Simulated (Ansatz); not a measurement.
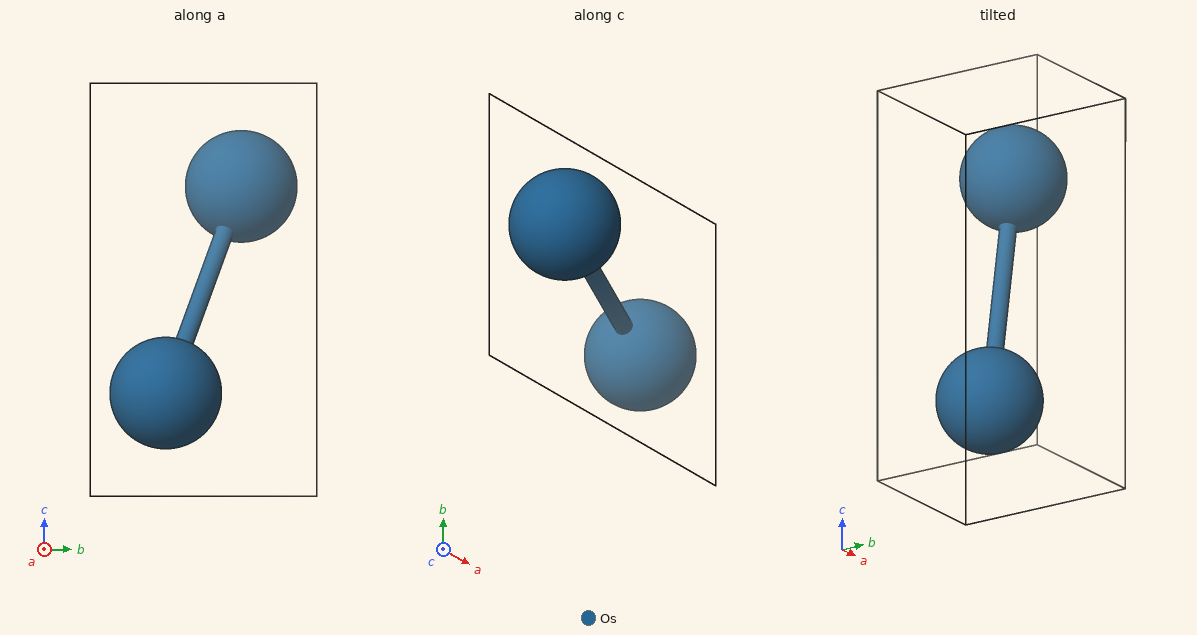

Structure drawing (ball-and-stick), viewed along the a axis, along the c axis and slightly off an axis. The conventional unit cell is drawn as a box.

The cell is given by a = 2.753 Å, b = 2.753 Å, c = 4.351 Å, α = 90.00°, β = 90.00°, γ = 120.00°.

Contacts drawn as bonds: Os–Os up to 3.02 Å (cut-off distances).

**Give the number of atoms in the outlined cell.**

2 (osmium), counting shared atoms by their share.

**Which space group does it belong to?**

P6_3/mmc (No. 194), with Os on 2d.

**Which known structure type is this?**

Hexagonal close-packed (Mg type).

**In how many dimensions do the bonds extend?**

The bonds build a three-dimensional framework.

The structure was taken from the standard structure of this element. Earlier steps of the study may have refined or changed the cell and positions. It was the input of a calculation with Ansatz.
